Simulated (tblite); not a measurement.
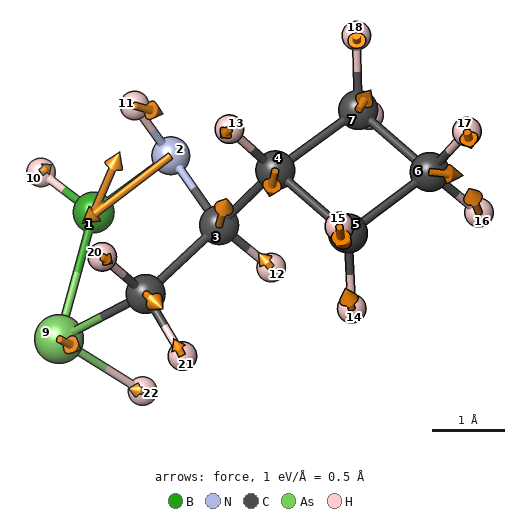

Starting geometry of C6H13AsBN with the computed forces as orange arrows. The picture is a ball-and-stick view, seen at a tilt.

All numbers below come from tblite 0.8.0, GFN2-xTB geometry optimisation, gas phase. 

### Is this structure relaxed? If not, where do the atoms go?

It isn't relaxed: the largest force vector, on the N atom, is 3.18 eV/Å. The final displacements have little in common with the starting forces (cosine between the two patterns 0.25). The largest move after the best rigid fit is that of an H atom, 1.17 Å. By element the largest moves are H 1.17 Å, B 0.45 Å, As 0.34 Å, C 0.31 Å, N 0.23 Å. Among the contacts that change: B–N 1.535 → 1.374 Å, As–H 1.562 → 1.523 Å, C–C 1.561 → 1.525 Å, As–C 1.964 → 1.997 Å. Bond angles that change, for instance: B–N–H 106.3° → 125.3°, B–N–C 106.0° → 121.1°, As–B–H 121.5° → 130.3°. Over 149 geometry steps the energy falls by 1.272 eV. Cost: 1.1 s on 1 thread of Arm Neoverse V2 (shared host).
